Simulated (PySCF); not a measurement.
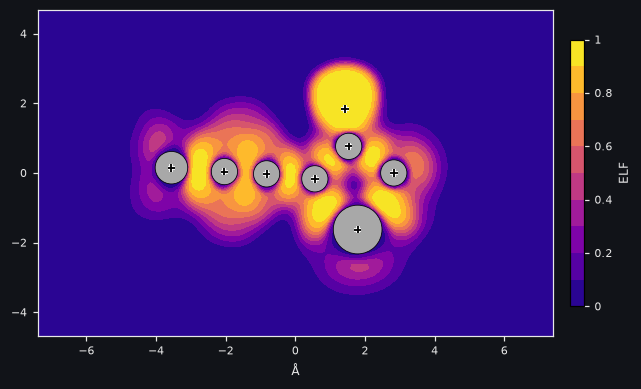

The ELF on a plane through atoms (crosses mark nuclei in the plane; grey discs cover the cores).

Computed with PySCF, PBE0/pcSseg-1, SCF density, gas phase, non-relativistic.

Candidates:
A. C5H7ClSSi (SMILES C[SiH2]c1ccc(Cl)s1)
B. C6H5Cl2FSi
C. C5H7BO2Si (SMILES OB(O)C#CC1=CC[SiH2]1)

Q: Which candidate gave the map?

A: Candidate C: C5H7BO2Si on the plane of atoms C7, C8 and Si9, which holds B, C, Si and H. C–C (1.21 Å): the ELF peaks at about 0.85 between the atoms: a multiple bond. C–B (1.53 Å): the ELF peaks at about 1 between the atoms: a covalent bond.
